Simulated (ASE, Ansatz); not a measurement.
# Localised basis functions on AlP(110) slab, H on both faces (240 atoms), part 2 of 2

Wanted: errors and times of a linear-scaling basis for AlP(110) slab, H on both faces (240 atoms). A setting counts as converged where the r.m.s. difference of forces stays under 1 % of the r.m.s. force.

Ansatz 0.2.0; Kohn-Sham DFT, PBE, PAW (set soft_2), plane waves.

The cell: 72 Al, 72 P and 96 H. Caps of real hydrogen don't mimic the fractional bonds of a polar compound. Beside vacuum, support functions can miss their usual error bounds without a warning. The Brillouin zone is sampled at Γ only, in a cell whose shortest periodic width is 22 Å.

So far. Step 2 (Plane-wave single point): The curve was stored every 0.100 eV, coarse against its broadening of 0.08 eV, so these counts are rough.

**3. Structure statistics**

These statistics describe the geometry on which the runs were made.

Normalised to the volume that the atoms fill. Pair distribution functions g(r), in bins of 0.2 Å:

| r (Å) | total | H-H | H-Al | H-P | Al-Al | Al-P | P-P |
| --- | --- | --- | --- | --- | --- | --- | --- |
| 1.30 | 0.19 | 0.00 | 0.00 | 0.79 | 0.00 | 0.00 | 0.00 |
| 1.50 | 1.95 | 0.00 | 3.06 | 5.05 | 0.00 | 0.00 | 0.00 |
| 1.70 | 0.41 | 0.00 | 1.69 | 0.00 | 0.00 | 0.00 | 0.00 |
| 1.90 | 0.00 | 0.00 | 0.00 | 0.00 | 0.00 | 0.00 | 0.00 |
| 2.10 | 0.00 | 0.00 | 0.00 | 0.00 | 0.00 | 0.00 | 0.00 |
| 2.30 | 2.30 | 0.00 | 0.00 | 0.00 | 0.00 | 12.83 | 0.00 |
| 2.50 | 0.25 | 0.00 | 0.00 | 0.00 | 0.00 | 1.41 | 0.00 |
| 2.70 | 0.00 | 0.00 | 0.00 | 0.00 | 0.00 | 0.00 | 0.00 |
| 2.90 | 0.03 | 0.17 | 0.00 | 0.00 | 0.00 | 0.00 | 0.00 |
| 3.10 | 1.50 | 3.67 | 3.63 | 0.17 | 0.00 | 0.00 | 0.00 |
| 3.30 | 0.77 | 0.00 | 0.00 | 3.20 | 0.00 | 0.00 | 0.00 |
| 3.50 | 0.01 | 0.06 | 0.00 | 0.00 | 0.00 | 0.00 | 0.00 |
| 3.70 | 0.44 | 2.64 | 0.00 | 0.00 | 0.05 | 0.00 | 0.09 |
| 3.90 | 3.32 | 2.37 | 1.22 | 1.50 | 12.75 | 0.00 | 12.71 |
| 4.10 | 1.29 | 0.00 | 2.53 | 2.84 | 0.00 | 0.00 | 0.00 |
| 4.30 | 0.12 | 0.00 | 0.50 | 0.00 | 0.00 | 0.00 | 0.00 |
| 4.50 | 1.53 | 0.00 | 0.00 | 0.00 | 0.00 | 8.49 | 0.00 |
| 4.70 | 0.23 | 0.00 | 0.53 | 0.43 | 0.00 | 0.02 | 0.00 |
| 4.90 | 0.22 | 0.00 | 0.81 | 0.12 | 0.00 | 0.00 | 0.00 |
| 5.10 | 0.62 | 0.00 | 0.30 | 2.30 | 0.00 | 0.00 | 0.00 |
| 5.30 | 0.28 | 0.04 | 1.15 | 0.00 | 0.00 | 0.00 | 0.02 |
| 5.50 | 0.66 | 1.16 | 0.00 | 0.00 | 2.66 | 0.00 | 2.64 |
| 5.70 | 0.09 | 0.00 | 0.39 | 0.00 | 0.00 | 0.00 | 0.00 |
| 5.90 | 1.09 | 0.00 | 0.68 | 0.94 | 0.00 | 3.92 | 0.00 |
| 6.10 | 0.37 | 0.22 | 0.63 | 0.69 | 0.00 | 0.12 | 0.00 |
| 6.30 | 0.83 | 0.94 | 1.21 | 1.64 | 0.00 | 0.00 | 0.00 |
| 6.50 | 0.44 | 0.87 | 0.85 | 0.41 | 0.00 | 0.00 | 0.00 |
| 6.70 | 1.69 | 1.75 | 0.74 | 0.86 | 5.68 | 0.00 | 5.68 |

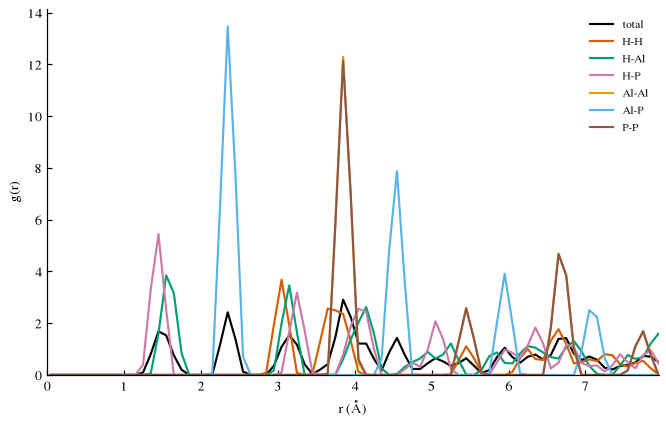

Pair distribution functions, lightly smoothed.

Bonds by pair of elements; cutoffs follow the first minimum of g(r), held within bounds set by covalent radii, and pairs that aren't listed don't count as bonded:

| pair A-B | cutoff (Å) | bonds | mean length (Å) | spread (Å) | shortest (Å) | B about A | A about B |
| --- | --- | --- | --- | --- | --- | --- | --- |
| H-Al | 1.98 | 48 | 1.58 | 0.033 | 1.50 | 0.5 | 0.667 |
| H-P | 1.73 | 48 | 1.43 | 0.026 | 1.36 | 0.5 | 0.667 |
| Al-P | 2.83 | 240 | 2.36 | 0.028 | 2.28 | 3.33 | 3.33 |

How many atoms have how many bonded neighbours:

| element | mean | 1 | 4 |
| --- | --- | --- | --- |
| Al | 4 | 0 | 72 |
| H | 1 | 96 | 0 |
| P | 4 | 0 | 72 |

Bond angles (no mean is given where the spread exceeds 20°):

| angle | count | mean (°) | spread (°) |
| --- | --- | --- | --- |
| Al-P-Al | 288 | 110 | 1 |
| P-Al-P | 288 | 110 | 1.1 |
| Al-P-H | 144 | 109 | 1.3 |
| H-Al-P | 144 | 110 | 1.2 |

First main peaks of g(r), for some of the pairs, lie near 3.05 Å (H-H), 1.58 Å (H-Al), 1.43 Å (H-P), 3.86 Å (Al-Al), 2.36 Å (Al-P) and 3.86 Å (P-P). With the cutoffs above, all Al atoms have 4, all H atoms have 1 and all P atoms have 4 bonded neighbours. The Al-P-Al angle averages 110° with a spread of 1.0°.

A closer look about P46, whose charge lies farthest from its element's mean: 10 atoms, nearest first, numbered in the order of the input, with positions taken from that point.

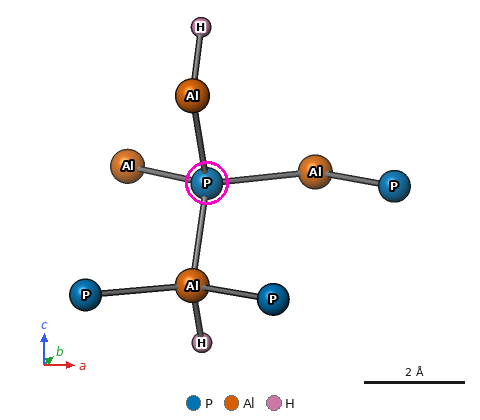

The atoms of the table, within 3.8 Å (arrows a, b, c point along x, y, z); some may hide others; the central atom is ringed.

| atom | x | y | z | distance (Å) | bonds | Löwdin charge (e) | Fx | Fy | Fz (eV/Å) |
| --- | --- | --- | --- | --- | --- | --- | --- | --- | --- |
| P46 | 0.00 | 0.00 | 0.00 | 0.00 | 4 | -0.38 | 0.01 | -0.01 | 1.12 |
| Al43 | -0.03 | -1.31 | -1.86 | 2.28 | 4 | 0.41 | 0.26 | -0.12 | -1.16 |
| Al51 | -1.92 | 1.40 | 0.05 | 2.38 | 4 | 0.40 | -0.24 | -0.84 | 0.26 |
| Al75 | 1.94 | 1.39 | 0.07 | 2.39 | 4 | 0.41 | -0.36 | -0.41 | -0.66 |
| Al47 | -0.01 | -1.37 | 2.02 | 2.44 | 4 | 0.42 | -0.09 | 0.60 | -0.18 |
| H173 | -0.02 | -0.41 | -3.18 | 3.21 | 1 | -0.19 | 0.03 | 0.00 | -0.10 |
| H175 | -0.03 | -0.41 | 3.25 | 3.28 | 1 | -0.19 | 0.02 | 0.24 | 0.38 |
| P44 | 1.93 | -2.71 | -1.85 | 3.81 | 4 | -0.16 | -0.45 | -0.14 | -0.48 |
| P26 | -1.92 | -2.71 | -1.89 | 3.82 | 4 | -0.15 | -0.30 | 0.34 | 0.35 |
| P70 | 3.84 | 0.05 | 0.07 | 3.84 | 4 | -0.37 | 0.03 | -0.83 | -0.42 |

The column of bonds counts only the pairs H-Al within 1.98 Å, H-P within 1.73 Å, Al-P within 2.83 Å; other neighbours, such as metal atoms beside each other in a compound, aren't counted, and periodic images can show an atom twice.

**4. Support functions medium**

With localised support functions most steps grow linearly with size, though the diagonalisation grows faster unless the density matrix is cut; this run measures error and cost at this size.

This step: Kohn-Sham DFT, PBE, PAW (set soft_2), localised support functions (medium) (Ansatz 0.2.0).

The input, input.yaml:

```yaml
crystal:
  lattice:
    - [23.17755, 0.0, 0.0]
    - [0.0, 21.852, 0.0]
    - [0.0, 0.0, 18.44305]
  atoms:
    [... the 240 atom lines of step 2 ...]
kpoints:
  mp_grid: { grid: [1, 1, 1] }
hamiltonian:
  xc: pbe
scf:
  occupations: { method: gaussian, width: 0.025 }
  eigensolver: { kind: { support_functions: { accuracy: medium } } }
  mixing: { beta: 0.2 }
  max_iter: 150
output:
  forces: true
  eigenvalues: true
```

The run is started by

```console
$ ansatz run input.yaml --threads 8 --pin off --max-ram 15872MiB --backend cpu --events-out ev --progress --plain --runs-dir out
```

Numbers of over 12 decimals in the logs are rounded to 6 here.

Output:

```text
Warning: scf.eigensolver.kind.support_functions: disabling space-group detection — the functions' gradient is summed over unrotated k-points, so no spatial operation reduces the k-mesh or symmetrises the density; time reversal is kept, so that k and −k are solved as one point where they differ and the mesh holds both, and exact exchange and, on two spinor components, a DFT+U term hold to it where the run has them: [...]
settings of this run that can trade accuracy for cost: scf.eigensolver.kind.support_functions [...]
[...]
Crystal: 240 atoms, lattice volume = 9340.959 Å³
Basis set: ecut = 420 eV, 182629 PW (Γ), exchange–correlation on 320×300×250 points (8 copies of the dense FFT grid, shifted against one another)
Bands: 404, of which v1, the nominal top of the filled ones, is band 336 counted from 1 (335 counted from 0)
Symmetry: 1 space group operations
k-points: 1
[...]
SCF iter   1: F=—  HF=-94643.044463 eV  |F-HF|=—  |Δ(HF+E_count)|=         —  Δρ=3.44e-2  dr2=1.22e2  ethr=1.00e-1
[...]
SCF iter  15: F=-94689.086109 eV  HF=-94689.086106 eV  |F-HF|=3.03e-6  |Δ(HF+E_count)|=   1.31e-3  Δρ=6.03e-6  dr2=4.14e-6  ethr=1.07e-9
SCF 1 converged in 15 iterations: F = -94689.106279 eV  dr2 = 4.14e-6
[...]
SCF converged after 15 iterations
Stability not checked: this state was not tested for a lower state beside it, because the mixer in use, unlike msr1, does not test its closes by its own steps (another_mixer; see scf.mixing.algorithm and scf.lower_state_search)
Free energy (F): -94689.106279 eV
[...]
Internal energy: -94689.106279 eV  (E = F + TS)
E sigma→0 (E₀):  -94689.106279 eV
Fermi energy:    -0.995570 eV
[...]
--- Forces (eV/Å), atoms counted from 1 ---
  atom   1  Al    -0.38073079     0.93162284    -0.96909862
  atom   2  P      0.31846646    -0.54037203     0.41954854
  atom   3  Al     0.32421195    -0.31899110    -0.15541470
  atom   4  P      0.57890526    -0.46020682     0.23025710
  atom   5  Al    -0.03356666     0.62863389     0.71349814
  atom   6  P      0.05623050    -0.21233921    -0.38521652
  atom   7  Al     0.22957002     0.45534604    -0.27755227
  atom   8  P     -0.60830675    -0.30029838    -0.02840056
  atom   9  Al     0.31173513    -0.79632642    -0.04943784
  atom  10  P      0.06570518    -0.59397172    -0.16641756
  atom  11  Al    -0.37216034     1.08139344     0.77625182
  atom  12  P      0.62356673     0.00871388    -0.64681027
  atom  13  Al     0.09765187     0.72777571    -0.44180372
  atom  14  P     -0.04270936     0.09852061     1.38398949
[...]
atom 239  H     -0.00805790     0.05545383     0.06163158
  atom 240  H     -0.00396240    -0.16732125     0.18118811
  max |Σ_I F_I| component: 2.93e-2 eV/Å
--- Band table (eV) ---
[...]
```

Run time: 2.3 min. Hardware: 8 threads of Arm Neoverse V2, shared host; peak memory 7.7 GiB.

The program notes that the band table was not solved further than the SCF left it and it switched symmetry off.

Keys that differ from the reference: support_functions.accuracy = "medium", scf.max_iter = 150 and scf.mixing.beta = 0.2.

Forces differ from the reference by 1.7 meV/Å r.m.s., 0.43 % of their size, within a tolerance of 1 %; the energy by -1.2 meV/atom.

**5. Cost against change**

Each row is set against the plane-wave reference (Kohn-Sham DFT, PBE, PAW (set soft_2), plane waves; r.m.s. force component 0.397 eV/Å). Energies are set beside the reference only for runs with its functional, potentials and electron count. Times are for 8 threads of Arm Neoverse V2, shared host. The reference's time includes the DOS and grids, which some other runs skip.

| run | Δ force, r.m.s. (meV/Å) | share of r.m.s. force (%) | Δ energy (meV/atom) | Δ gap (eV) | cycles | time | host memory (GiB) |
| --- | --- | --- | --- | --- | --- | --- | --- |
| reference | - | - | - | - | 9 | 2.4 min | 12 |
| support functions medium | 1.69 | 0.427 | -1.23 | 0 | 15 | 2.3 min | 7.7 |

**6. Outcome**

- free energy per atom: -394.5367 eV/atom
- r.m.s. force component: 0.3967 eV/Å
- gap (highest filled to lowest empty level): 2.59 eV
- potential in mid-vacuum, over the Fermi level: 4.57 eV
- wall time of the 2 DFT runs: 4.7 min

What this shows: Against plane waves at 420 eV, the forces differ by 1.7 meV/Å (0.43 %) with support functions medium. Differences between support functions and plane waves include what basis error the plane-wave run still has.

The highest filled and lowest empty levels differ by 2.59 eV (at Γ alone); a semilocal functional tends to put such gaps too low. The potential stands 5.87 eV above the highest filled level over the upper face and 5.86 eV under the lower one, a reading of the ionisation potential at this level. With the cutoffs above, all Al atoms have 4, all H atoms have 1 and all P atoms have 4 bonded neighbours.

What to keep in mind: The geometry was built by rule, was displaced at random and isn't relaxed at this level: its force components are 0.40 eV/Å r.m.s.

[Logs are printed without paths, hosts, clocks, repeated set-up lines and the standing remarks that a program may print on its own settings, such as how far it seeks lower states.]

[Hosts, paths, dates, database ids (printed as entryN), source tags and the programs' standing remarks are cut or masked in the printed files.]
